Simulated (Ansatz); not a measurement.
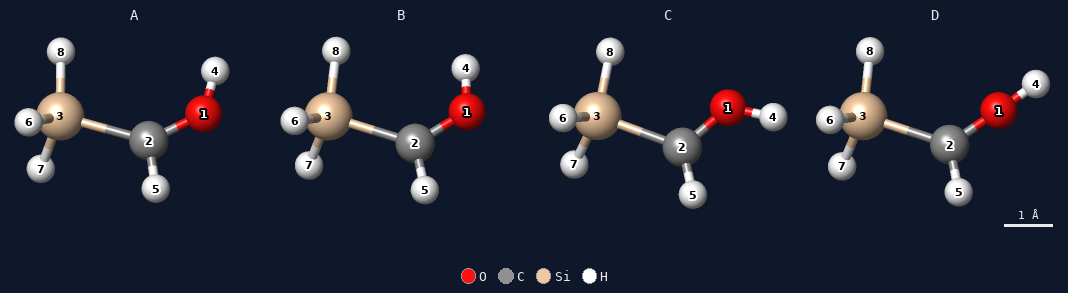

4 geometries from a converged minimum-energy path of CH₅OSi (charge +1), shuffled. The picture is a ball-and-stick view, seen at a tilt.

Level of theory: RKS B3LYP-D4/6-31G in Ansatz. Settings: 7 movable images; climbing image; force threshold 0.05 eV/Å; iteration limit 60; starting path through a guess of the saddle point.

> Which frame is the transition state?

D. In order along the path, whose images run from 0 to 8: B (image 0, 0.00 eV), A (image 2, +0.11 eV), D (image 4, +0.75 eV), C (image 7, +0.02 eV). The motion is an in-plane inversion: the angle C2–O1–H4 opens from 120° to 179° on the way and closes on the other side (121° at the end). No bond forms or breaks between the ends. Bond angles that change up to the highest image, for instance: C2–O1–H4 119.6° → 178.8°, O1–C2–H5 110.6° → 114.3°.

Limits of the set-up: the basis has no polarisation functions, which atoms past neon need.

The run took 2.6 min on 1 thread of Arm Neoverse V2, on a shared host, peak memory 0.095 GiB.
